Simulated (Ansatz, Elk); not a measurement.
**Bonding as seen by X-rays: Ti2ZnSi2**

Structure refinements treat a crystal as free atoms side by side. For a made-up structure of Ti2ZnSi2 (cell and positions from a PBE relaxation) the runs below show what the calculated density changes in F(hkl).

Calculated with Elk 11.2.3 (patched build); DFT, PBE, all-electron APW+lo, Dirac cores, scalar-relativistic bands, static density, no spin.

The structure was built from a prototype and need not be the compound's stable phase.

### 1. The structure

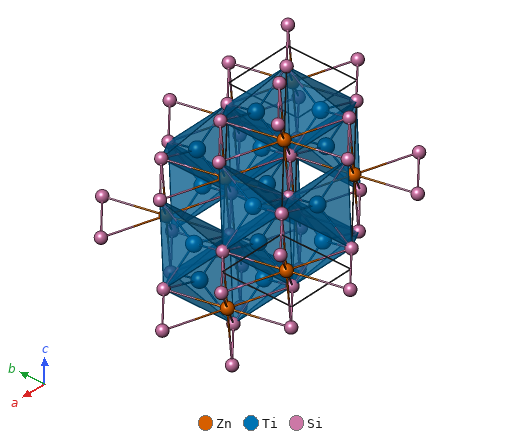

Start, viewed from a free direction; zinc orange, titanium blue, silicon pink. 2×1×1 cells are drawn. This picture shows the conventional cell, with its axes. Some periodic images of atoms are drawn too.

### 2. Ground state and structure factors

An all-electron density is needed, since X-rays see the cores too. Task 0 finds the density and task 195 Fourier-transforms it; tshift is off so that phases refer to the origin typed.

The input, elk.in:

```
tasks
  0
  195

xctype
  20

spinpol
  .false.

rgkmax
  7.0

gmaxvr
  14.0

lmaxo
  7

lmaxapw
  8

swidth
  0.002

tshift
  .false.

ramdisk
  .false.

hmaxvr
  5.5

maxscl
  120

epspot
  1e-06

sppath
  './'

avec
  -3.93793067281 3.93793067281 9.81246422354
  3.93793067281 -3.93793067281 9.81246422354
  3.93793067281 3.93793067281 -9.81246422354

atoms
  3
  'Zn.in'
  1
  0.5000000000 0.5000000000 -0.0000000000   0.000000 0.000000 0.000000
  'Ti.in'
  2
  0.2500000000 0.7500000000 0.5000000000   0.000000 0.000000 0.000000
  0.7500000000 0.2500000000 0.5000000000   0.000000 0.000000 0.000000
  'Si.in'
  2
  0.1097589963 0.1097589963 0.0000000000   0.000000 0.000000 0.000000
  0.8902410037 0.8902410037 0.0000000000   0.000000 0.000000 0.000000

ngridk
  8 8 8
```

Command:

```bash
OMP_NUM_THREADS=4 elk
```

Numbers of over 12 decimals in the logs are rounded to 6 here.

The log of the run:

```text
┌─────────────────────────┐
│ Elk code version 11.2.3 │
└─────────────────────────┘

All units are atomic (Hartree, Bohr, etc.)

┌─────────────────────────────────────────────────┐
│ Ground-state run starting from atomic densities │
└─────────────────────────────────────────────────┘

Lattice vectors :
  -3.937930673       3.937930673       9.812464224
   3.937930673      -3.937930673       9.812464224
   3.937930673       3.937930673      -9.812464224

Reciprocal lattice vectors :
 -0.2697883763E-16  0.7977775422      0.3201634760
  0.7977775422     -0.2697883763E-16  0.3201634760
  0.7977775422      0.7977775422      0.4615783422E-17

Unit cell volume      :    608.6592267
Brillouin zone volume :   0.4075354526

Muffin-tin inner radius fraction :   0.1000000000E-01

Nuclei treated as point charges

Species : 1 (Zn)
 parameters loaded from : Zn.in
 name : zinc
 nuclear charge    :   -30.00000000
 electronic charge :    30.00000000
 atomic mass :    119233.3130
 muffin-tin radius :    2.400000000
 number of radial points in muffin-tin :    993
 inner part over the whole radius :   0.9843840322E-02
 number on inner part of muffin-tin    :    701
 approximate nuclear radius :   0.7484757725E-04
 number of mesh points to nuclear radius :    337
 atomic positions (lattice), magnetic fields (Cartesian) :
  1 :   0.50000000  0.50000000  0.00000000    0.00000000  0.00000000  0.00000000

Species : 2 (Ti)
 parameters loaded from : Ti.in
 name : titanium
 nuclear charge    :   -22.00000000
 electronic charge :    22.00000000
 atomic mass :    87256.20317
 muffin-tin radius :    2.400000000
 number of radial points in muffin-tin :    993
 inner part over the whole radius :   0.9985722337E-02
 number on inner part of muffin-tin    :    699
 approximate nuclear radius :   0.6805665174E-04
 number of mesh points to nuclear radius :    325
 atomic positions (lattice), magnetic fields (Cartesian) :
  1 :   0.25000000 -0.25000000  0.50000000    0.00000000  0.00000000  0.00000000
  2 :  -0.25000000  0.25000000  0.50000000    0.00000000  0.00000000  0.00000000

Species : 3 (Si)
 parameters loaded from : Si.in
 name : silicon
 nuclear charge    :   -14.00000000
 electronic charge :    14.00000000
 atomic mass :    51196.73458
 muffin-tin radius :    2.129012449
 number of radial points in muffin-tin :    793
 inner part over the whole radius :   0.9998516574E-02
 number on inner part of muffin-tin    :    553
 approximate nuclear radius :   0.5963282101E-04
 number of mesh points to nuclear radius :    247
 atomic positions (lattice), magnetic fields (Cartesian) :
  1 :   0.10975900  0.10975900  0.00000000    0.00000000  0.00000000  0.00000000
  2 :  -0.10975900 -0.10975900  0.00000000    0.00000000  0.00000000  0.00000000

Total number of atoms per unit cell :    5
Total muffin-tin volume :    254.5625152
 ratio of muffin-tin to unit cell volume :   0.4182348744

Spin treatment :
 spin-unpolarised

Number of Bravais lattice symmetries :   16
Number of crystal symmetries         :   16
Crystal has inversion symmetry
Real symmetric eigensolver will be used

k-point grid :      8     8     8
k-point offset :    0.000000000       0.000000000       0.000000000
k-point set is reduced with full crystal symmetry group
Total number of k-points :       59

Muffin-tin radius times maximum |G+k| :    7.000000000
 using average radius
Maximum |G+k| for APW functions       :    3.054627679
Maximum (1/2)|G+k|²                   :    4.665375129
Maximum |G| for potential and density :    14.00000000
Constant for pseudocharge density :    8
 order of it for each species :   15  15  15
 order of it for pair densities of each species (exact exchange by exxq0 0: 16) :   11  11   8
Radial integration step length :    1

G-vector grid sizes :     54    54    54
Number of G-vectors :    28195

Maximum angular momentum used for
 APW functions            :    8
 outer part of muffin-tin :    7
 inner part of muffin-tin :    2

Total nuclear charge    :   -102.0000000
[...]
correlation                 :     -4.464900
 electron entropic           :    -0.94996321260299E-03
 total energy                :     -4084.7181203607

Density of states at Fermi energy :    72.18721454
 (states/Hartree/unit cell)

Estimated indirect band gap :   0.1984506844E-03
 from k-point 50 to k-point 46
Estimated direct band gap   :   0.3967034768E-02
 at k-point 48

Charges :
 core                        :    52.00000000
 valence                     :    50.00000000
 interstitial                :    8.316275056
 muffin-tins (core leakage)
  species : 1 (Zn)
   atom 1                    :    28.19640585     (  0.8333809727E-04)
  species : 2 (Ti)
[...]
species : 3 (Si)
[...]
total in muffin-tins        :    93.68372494
 total calculated charge     :    101.9958128
 total charge                :    102.0000000
 error                       :   0.4187201667E-02

RMS change in Kohn-Sham potential (target) :   0.4428074616     (  0.1000000000E-05)
Absolute change in total energy (target)   :   0.1142367340     (  0.1000000000E-03)

[... loops 3 to 15 left out ...]

┌──────────────────┐
│ Loop number : 16 │
└──────────────────┘

Energies :
 Fermi                       :     0.228699
 sum of occupied eigenvalues :     -2342.4419419304
 electron kinetic            :      4134.6091900841
 core electron kinetic       :      3772.7991047148
 Coulomb                     :     -8020.6224952165
 Coulomb potential           :     -6220.6271256311
 nuclear-nuclear             :     -629.39605714705
 electron-nuclear            :     -8578.3410166403
 Hartree                     :      1187.1145785708
 Madelung                    :     -4910.3089324009
 xc potential                :     -256.42400638338
 exchange                    :     -193.33298633784
 correlation                 :     -4.469500
 electron entropic           :    -0.14189341701054E-02
 total energy                :     -4083.8172099283

Density of states at Fermi energy :    107.0500452
 (states/Hartree/unit cell)

Estimated indirect band gap :   0.3623314955E-03
 from k-point 37 to k-point 21
Estimated direct band gap   :   0.6017368377E-02
 at k-point 2

Charges :
 core                        :    52.00000000
 valence                     :    50.00000000
 interstitial                :    8.268327646
 muffin-tins (core leakage)
  species : 1 (Zn)
[...]
species : 2 (Ti)
[...]
species : 3 (Si)
[...]
total in muffin-tins        :    93.73167235
 total calculated charge     :    101.9958019
 total charge                :    102.0000000
 error                       :   0.4198122371E-02

RMS change in Kohn-Sham potential (target) :   0.2095760131E-06 (  0.1000000000E-05)
Absolute change in total energy (target)   :   0.9310027508E-04 (  0.1000000000E-03)

Convergence targets achieved

┌──────────────────┐
│ Loop number : 17 │
└──────────────────┘

Energies :
 Fermi                       :     0.228699
 sum of occupied eigenvalues :     -2342.4419353312
 electron kinetic            :      4134.6091902716
 core electron kinetic       :      3772.7991052590
 Coulomb                     :     -8020.6224918810
 Coulomb potential           :     -6220.6271255362
 nuclear-nuclear             :     -629.39605714705
 electron-nuclear            :     -8578.3410100465
 Hartree                     :      1187.1145753125
 Madelung                    :     -4910.3089291129
 xc potential                :     -256.42400006657
 exchange                    :     -193.33298611034
 correlation                 :     -4.469500
 electron entropic           :    -0.14189343085109E-02
 total energy                :     -4083.8172061689

Density of states at Fermi energy :    107.0500524
 (states/Hartree/unit cell)

Estimated indirect band gap :   0.3623275717E-03
 from k-point 37 to k-point 21
Estimated direct band gap   :   0.6017368525E-02
 at k-point 2

Charges :
 core                        :    52.00000000
 valence                     :    50.00000000
 interstitial                :    8.268327628
 muffin-tins (core leakage)
  species : 1 (Zn)
[...]
species : 2 (Ti)
[...]
atom 2                    :    20.37460159     ( -0.2204262355E-06)
  species : 3 (Si)
   atom 1                    :    12.15527607     (  0.1965887374E-02)
   atom 2                    :    12.15527607     (  0.1965887374E-02)
 total in muffin-tins        :    93.73167237
 total calculated charge     :    101.9958019
 total charge                :    102.0000000
 error                       :   0.4198122525E-02

┌──────────────────────────────┐
│ Self-consistent loop stopped │
└──────────────────────────────┘

Warning : core states of species 3 leak from the muffin-tin :   0.1965887374E-02

Wrote STATE.OUT
```

Run time: 49 s. Hardware: 4 threads of Arm Neoverse V1, shared host; peak memory 0.19 GiB.

SFACRHO.OUT:

```text

h k l indices transformed by vhmat matrix:
   1.000000000       0.000000000       0.000000000    
   0.000000000       1.000000000       0.000000000    
   0.000000000       0.000000000       1.000000000    

      h      k      l  multipl.   |H|            Re(F)            Im(F)           |F|

      0      0      0      1   0.0000000       102.00000      0.45375709E-16   102.00000    
     -1     -1      1      2  0.64032695      -6.9375001      0.47513495E-13   6.9375001    
      0      1     -1      8  0.85962414      -9.0671893      0.20061254E-13   9.0671893    
     -1      1      0      4   1.1282278       12.351706      0.13622293E-15   12.351706    
     -2     -1      2      8   1.2485956      -34.225407     -0.43290073E-13   34.225407    
      2      2     -2      2   1.2806539       38.427455     -0.45401784E-13   38.427455    
     -1     -1      0      8   1.2972728       60.189978      0.84468436E-14   60.189978    
      1     -1      1      4   1.5955551       69.815540     -0.30729660E-14   69.815540    
      3      1     -2      8   1.7067432      -22.737472     -0.88163930E-13   22.737472    
     -2      0      0      8   1.7192483      -2.9698093      0.35899085E-13   2.9698093    
      2      3     -2      8   1.7885931      -37.713629      0.23756748E-13   37.713629    
      1     -2      0     16   1.8123878      -8.4235859     -0.15837832E-13   8.4235859    
      3      3     -3      2   1.9209809      -14.696576     -0.17104858E-12   14.696576    
      3      0     -2     16   2.0260274      -28.047919      0.38010796E-13   28.047919    
     -3     -1      3      8   2.0459400       31.390843      0.48041423E-13   31.390843    
      3      3     -4      8   2.2277939       35.716095     -0.46457640E-13   35.716095    
     -2      2      0      4   2.2564556       59.306174      0.16952721E-15   59.306174    
      1      1      1      8   2.3455512      -1.9650490     -0.27452242E-13   1.9650490
```

Elk indexes on the primitive cell of elk.in and gives |H| = 4π sin θ/λ in inverse bohr. Below, one row stands for each form hkl of the conventional cell (m members, Friedel mates merged), F is for one primitive cell and the density is static (no thermal factor). Free-atom factors are Waasmaier and Kirfel's, and R is Σm||F|−|F'||/Σm|F|.

```csv
hkl,m,sin θ/λ (Å⁻¹),"abs F, DFT",neutral atoms,diff.
002,2,0.096,6.938,6.371,+0.566
101,8,0.129,9.067,9.432,-0.365
110,4,0.170,12.352,12.004,+0.348
103,8,0.188,34.225,34.197,+0.028
004,2,0.193,38.428,38.883,-0.455
112,8,0.195,60.190,60.569,-0.379
200,4,0.240,69.816,70.572,-0.757
114,8,0.257,22.738,22.773,-0.036
202,8,0.259,2.970,3.143,-0.173
105,8,0.269,37.714,38.221,-0.508
211,16,0.273,8.424,8.484,-0.061
006,2,0.289,14.697,14.954,-0.258
213,16,0.305,28.048,28.381,-0.333
204,8,0.308,31.391,31.352,+0.038
```

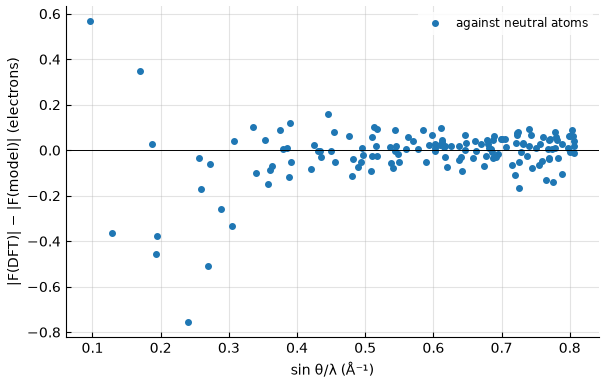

Difference between the calculated structure factors and the independent-atom ones.

### 3. The highest occupied states alone

An energy window below the Fermi level keeps the highest occupied states, to see at which angles they scatter; shallow core shells can lie inside it and anion s states outside. No new self-consistency is needed.

elk.in: that of step 2 with these lines changed.

```diff
@@ -1,3 +1,2 @@
 tasks
-  0
   195
@@ -40,2 +39,5 @@
 
+wsfac
+  -0.322540 0.528700
+
 sppath
```

Command:

```bash
OMP_NUM_THREADS=4 elk
```

The log of the run:

```text
┌─────────────────────────────────┐
│ Elk code version 11.2.3 started │
└─────────────────────────────────┘

Info(readinput): the functional depends on the density's gradient
 muffin-tin radial points multiplied by    2.00000
 (not where nrmtscf is given)

┌────────────────────┐
│ Current task : 195 │
└────────────────────┘
Info(checkmt): changed muffin-tin radius of species 3 (Si) from   2.2000 to   2.1290

Info(sfacrho): density structure factors written to SFACRHO.OUT

 Energy window :  -0.3225400000      0.5287000000

┌──────────────────┐
│ Elk code stopped │
└──────────────────┘
```

Run time: 12 s. Hardware: 4 threads; peak memory 0.17 GiB.

States within 15 eV below the Fermi level hold 28.00 electrons; any levels below the window count with the cores. Their amplitudes can exceed the total, where window and core parts have opposite phase:

```csv
hkl,sin θ/λ (Å⁻¹),"abs F, window","abs F, all"
002,0.096,6.139,6.938
101,0.129,6.553,9.067
110,0.170,8.236,12.352
103,0.188,8.594,34.225
004,0.193,8.239,38.428
112,0.195,9.518,60.190
200,0.240,7.723,69.816
114,0.257,5.074,22.738
202,0.259,5.349,2.970
105,0.269,5.712,37.714
```

### 4. Another functional

The difference from free atoms is small, so it is set against the change that LDA (Perdew-Wang) makes.

elk.in: that of step 3 with these lines changed.

```diff
@@ -1,2 +1,3 @@
 tasks
+  0
   195
@@ -4,3 +5,3 @@
 xctype
-  20
+  3
 
@@ -39,5 +40,2 @@
 
-wsfac
-  -0.322540 0.528700
-
 sppath
```

Command:

```bash
OMP_NUM_THREADS=4 elk
```

The log of the run:

```text
┌─────────────────────────┐
│ Elk code version 11.2.3 │
└─────────────────────────┘

All units are atomic (Hartree, Bohr, etc.)

┌─────────────────────────────────────────────────┐
│ Ground-state run starting from atomic densities │
└─────────────────────────────────────────────────┘

Lattice vectors :
  -3.937930673       3.937930673       9.812464224
   3.937930673      -3.937930673       9.812464224
   3.937930673       3.937930673      -9.812464224

Reciprocal lattice vectors :
 -0.2697883763E-16  0.7977775422      0.3201634760
[...]
species : 1 (Zn)
[...]
species : 2 (Ti)
[...]
species : 3 (Si)
   atom 1                    :    12.16024342     (  0.2002461169E-02)
   atom 2                    :    12.16024342     (  0.2002461169E-02)
 total in muffin-tins        :    93.81911060
 total calculated charge     :    101.9957252
 total charge                :    102.0000000
 error                       :   0.4274798068E-02

┌──────────────────────────────┐
│ Self-consistent loop stopped │
└──────────────────────────────┘

Warning : core states of species 3 leak from the muffin-tin :   0.2002461169E-02

Wrote STATE.OUT
[key lines of the parts left out:]
total energy                :     -4075.5261816677
```

Run time: 33 s. Hardware: 4 threads; peak memory 0.17 GiB; 1.8 min of CPU time.

Against the first run R = 0.10 %; the largest change is -0.051 at 220.

### 5. A coarser k-mesh

About half the k-points along each axis test the sampling.

elk.in: that of step 4 with these lines changed.

```diff
@@ -5,3 +5,3 @@
 xctype
-  3
+  20
 
@@ -63,2 +63,2 @@
 ngridk
-  8 8 8
+  4 4 4
```

Command:

```bash
OMP_NUM_THREADS=4 elk
```

The log of the run:

```text
┌─────────────────────────┐
│ Elk code version 11.2.3 │
└─────────────────────────┘

All units are atomic (Hartree, Bohr, etc.)

┌─────────────────────────────────────────────────┐
│ Ground-state run starting from atomic densities │
└─────────────────────────────────────────────────┘

Lattice vectors :
  -3.937930673       3.937930673       9.812464224
   3.937930673      -3.937930673       9.812464224
   3.937930673       3.937930673      -9.812464224

Reciprocal lattice vectors :
 -0.2697883763E-16  0.7977775422      0.3201634760
[...]
species : 1 (Zn)
[...]
species : 2 (Ti)
[...]
species : 3 (Si)
   atom 1                    :    12.15635146     (  0.1966400440E-02)
   atom 2                    :    12.15635146     (  0.1966400440E-02)
 total in muffin-tins        :    93.72785822
 total calculated charge     :    101.9958251
 total charge                :    102.0000000
 error                       :   0.4174915516E-02

┌──────────────────────────────┐
│ Self-consistent loop stopped │
└──────────────────────────────┘

Warning : core states of species 3 leak from the muffin-tin :   0.1966400440E-02

Wrote STATE.OUT
[key lines of the parts left out:]
total energy                :     -4083.8174768285
```

Run time: 25 s. Hardware: 4 threads; peak memory 0.18 GiB; 51 s of CPU time.

Against the first run R = 0.01 %; the largest change is +0.008 at 002.

### 6. Settings against the effect

```csv
run,R against the first run (%),"R against neutral atoms, low angle (%)",wall time
"PBE, rgkmax 7",0.00,1.03,49 s
LDA (Perdew-Wang),0.10,1.04,33 s
k-mesh 4×4×4,0.01,1.03,25 s
```

### 7. Results

```
R against neutral atoms, sin θ/λ < 0.3 Å⁻¹ : 1.03 %
R against neutral atoms, 0.3 to 0.81 Å⁻¹   : 0.32 %
```

**Reading.** Independent neutral atoms miss the calculated amplitudes by R = 1.03 % below 0.3 Å⁻¹ and 0.32 % from there to 0.81 Å⁻¹; by shells, 4.69 % below 0.15 Å⁻¹ (2 forms), 0.86 % 0.15 to 0.3 (10 forms), 0.39 % 0.3 to 0.45 (21 forms), 0.31 % above 0.45 (116 forms). Bonding, aspherical density and the tables' own atoms all enter these figures, and the runs don't part them. The largest change of an amplitude is -0.76 electrons, at 200. The window's part falls from 28.0 electrons at the origin to at most 3.47 between 0.45 and 0.81 Å⁻¹, where compact states inside the window still scatter. Below 0.3 Å⁻¹ the changes that finished (LDA (Perdew-Wang) and k-mesh 4×4×4) move F by R = 0.05 % at most, against the 1.03 % that separates it from free atoms. The basis has no finished test. These runs have no spin, though d or f shells may be open. Part of the difference isn't bonding: the tables are fits to free atoms and ions calculated by other methods than this functional. Thermal motion, anomalous dispersion and extinction are left out.

[Logs are printed without paths, hosts, clocks, repeated set-up lines and the standing remarks that a program may print on its own settings, such as how far it seeks lower states.]

[Hosts, paths, dates, database ids (printed as entryN), source tags and the programs' standing remarks are cut or masked in the printed files.]
